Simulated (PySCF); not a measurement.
Zn(H)(F), HFZn, SMILES [F][ZnH] at its CAM-B3LYP/def2-SVP optimised geometry (Å):

```
3

Zn     0.1153     0.0005     0.0000
H      1.6197     0.0005     0.0000
F     -1.6197    -0.0005    -0.0017
```

Calculation: CAM-B3LYP/def2-TZVP (PySCF). Cells within 0.4 Å of a nucleus heavier than hydrogen are left out (blank, or x).

Map of the deformation density (molecule minus spherical neutral atoms) (e/bohr³) on the plane z = 0.0 Å:

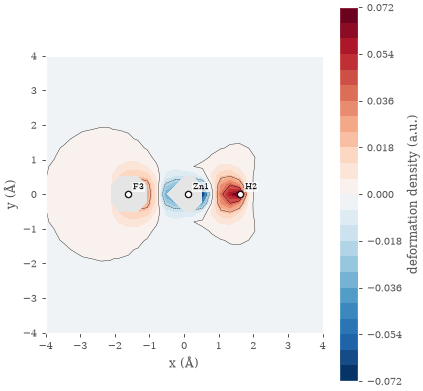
Fig. 1. Deformation density (molecule minus spherical neutral atoms) (e/bohr³) on the plane z = 0.0 Å.
